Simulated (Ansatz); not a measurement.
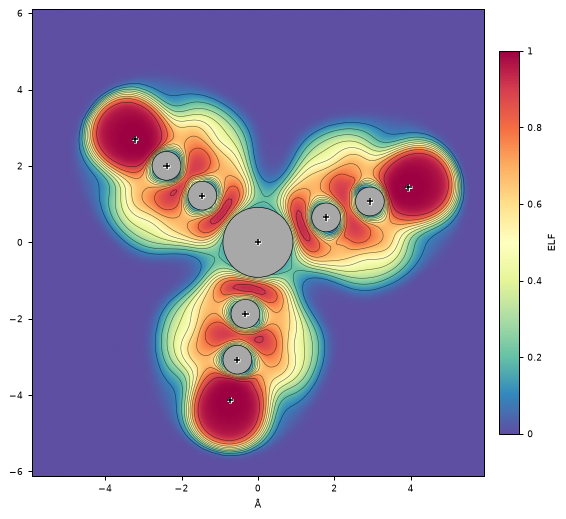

The ELF on a plane through atoms (crosses mark nuclei in the plane; grey discs cover the cores).

Computed with isolated molecule in a Gaussian basis; Kohn-Sham density functional theory, functional PBE0 in Ansatz 0.2.0.

Candidates:
A. C6H3Ga (SMILES C#[C][Ga]([C]#C)[C]#C)
B. B2FH4Si (SMILES F[B]B[SiH3]) (doublet)
C. ClH2NOSW (SMILES [NH2][W](=[O])(=[S])[Cl])

### Which candidate gave the map?

Candidate A: C6H3Ga on the molecular plane, which holds C, Ga and H. C–C (1.22 Å): the ELF peaks at about 0.85 between the atoms: a multiple bond. C–Ga (1.90 Å): the ELF peaks at about 0.95 in the valence shell of C, 0.7 Å from its nucleus, and is about 0.50 at the midpoint.
